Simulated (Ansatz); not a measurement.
**BH$_{8}$OPSi$_{2}$: density, localisation and related maps**

The calculation's input:

```
crystal:
  periodic: [false, false, false]
  atoms:
    - { symbol: B, position_ang: [-1.2283, 1.3335, 0.949] }
    - { symbol: Si, position_ang: [-0.2103, 0.2095, -0.1831] }
    - { symbol: O, position_ang: [-1.1232, -0.1858, -1.6122] }
    - { symbol: Si, position_ang: [0.3609, -1.6393, 0.9426] }
    - { symbol: P, position_ang: [1.6639, 1.2401, -0.7569] }
    - { symbol: H, position_ang: [-1.5625, 1.0616, 2.0325] }
    - { symbol: H, position_ang: [-1.6104, 2.4261, 0.527] }
    - { symbol: H, position_ang: [-0.445, -0.7562, -2.1236] }
    - { symbol: H, position_ang: [1.1055, -2.5136, 0.1385] }
    - { symbol: H, position_ang: [1.0429, -1.2964, 2.1818] }
    - { symbol: H, position_ang: [-0.9682, -2.3361, 1.3423] }
    - { symbol: H, position_ang: [2.0431, 0.2658, -1.7223] }
    - { symbol: H, position_ang: [0.952, 2.1562, -1.7009] }
basis:
  gaussian: { orbitals: "6-31G" }
hamiltonian:
  xc: pbe0
relax:
  f_tol: 0.015
  max_steps: 40
output:
  orbitals: {}
```

Command:

```sh
ansatz run input.yaml --threads 1 --pin off --max-ram 2048MiB --backend cpu --events-out ev --progress --plain --runs-dir out
```

The fields are those of the relaxed geometry.

The calculation used RKS PBE0/6-31G (Ansatz 0.2.0).

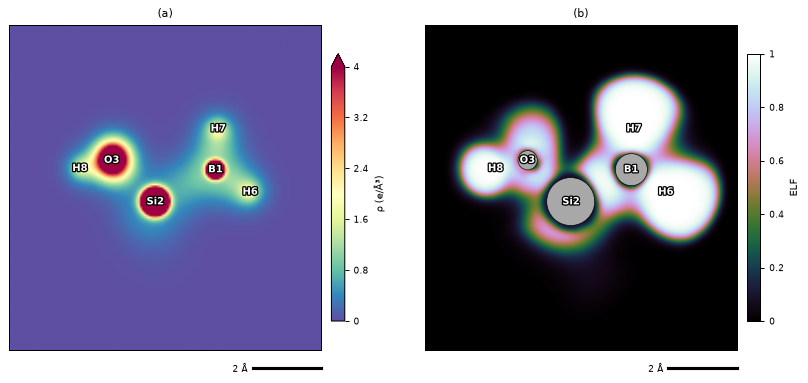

Figure 1. (a) electron density; (b) ELF on the plane of atoms Si2, B1 and H6. Grey discs cover the atomic cores in the ELF map.

**What does the map show?**

Atoms in the plane: B, Si, O and H. Si–O (1.75 Å): the density is about 0.79 e/Å³ at the midpoint; the ELF peaks at about 0.85 between the atoms, as expected for a polar covalent bond. Si–B (2.00 Å): ρ is about 0.73 e/Å³ halfway; the ELF peaks at about 1 between the atoms: a covalent bond. O–H (0.97 Å): ρ at the midpoint is about 3.4 e/Å³; the ELF climbs to about 1 towards the hydrogen, as it does in any bond to H; an ordinary covalent bond to hydrogen. B–H (1.19 Å): ρ is about 1.2 e/Å³ halfway; the ELF climbs to about 1 towards the hydrogen (a covalent bond by its length). The ELF also peaks beside O3, away from the bonds: lone-pair regions.

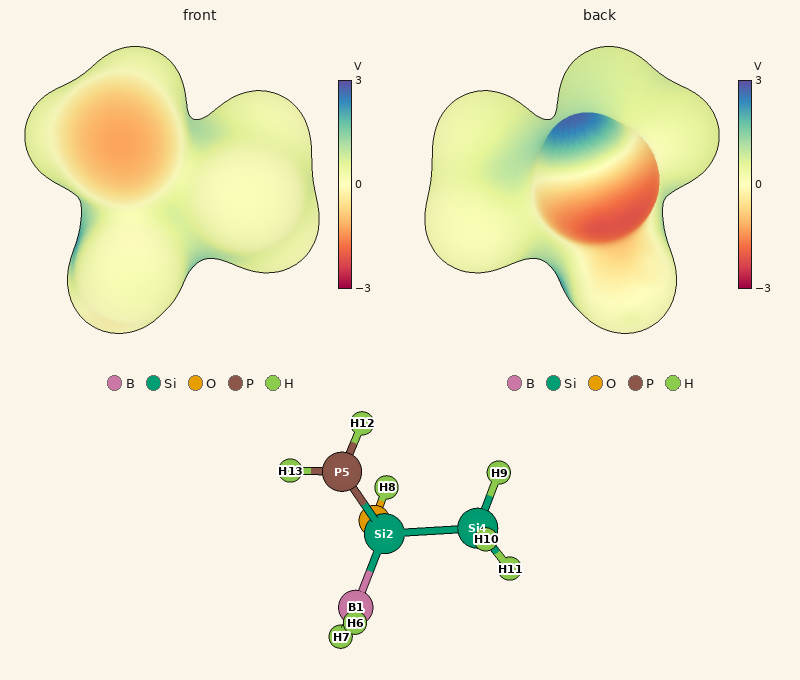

Figure 2. The electrostatic potential painted on the density surface at 0.002 e/bohr³, seen from the front and from behind; red is negative and blue positive. The bare structure is drawn below in the same view.

**Which sites attract a positive test charge, and which a negative one?**

A positive charge is drawn to the negative regions and a negative charge to the positive ones. The most negative region (about −2.1 V) lies over O3, the most positive (about +2.6 V) over H8. O3 is the likeliest acceptor of a hydrogen bond.

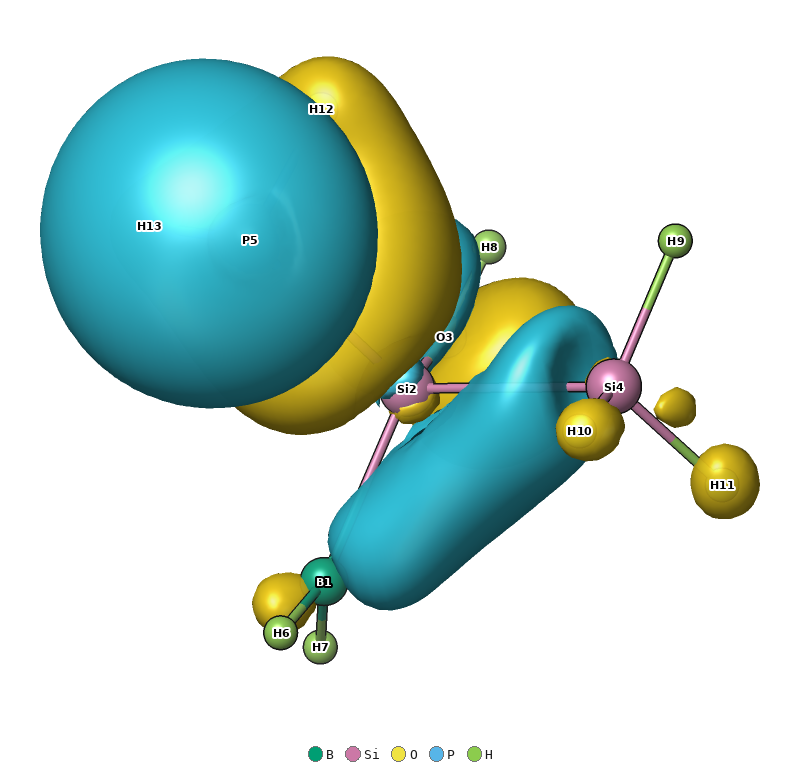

Figure 3. The HOMO at ±0.06 Å⁻³ᐟ² (yellow and cyan are the two phases), seen at an oblique angle.

**Where does this orbital lie, and at what energy?**

By Hirshfeld shares it lies mainly on P5 (about 60 %), O3 (about 15 %) and Si2 (about 10 %). Its energy is −7.14 eV.
